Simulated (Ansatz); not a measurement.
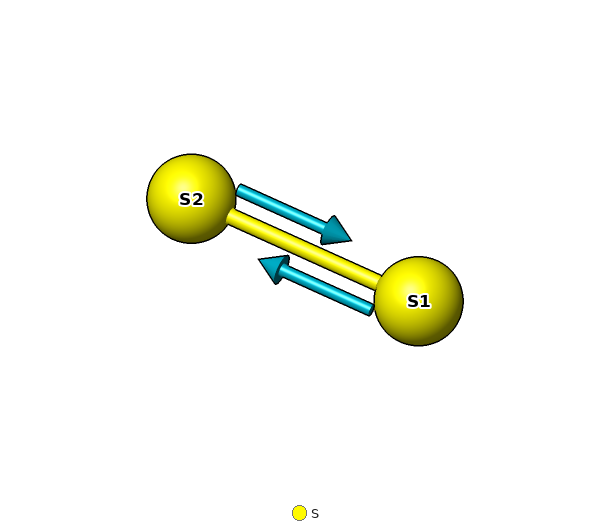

The arrows show one normal mode. State: neutral, triplet. Harmonic vibrations computed with UKS PBE0-D4/def2-TZVP (Ansatz 0.2.0) at a stationary point of the same level.

> What kind of motion is it?

Mostly S–S stretching.

> Estimate its harmonic wavenumber.

752 cm⁻¹; it is mode 1 of 1 counted from the lowest.
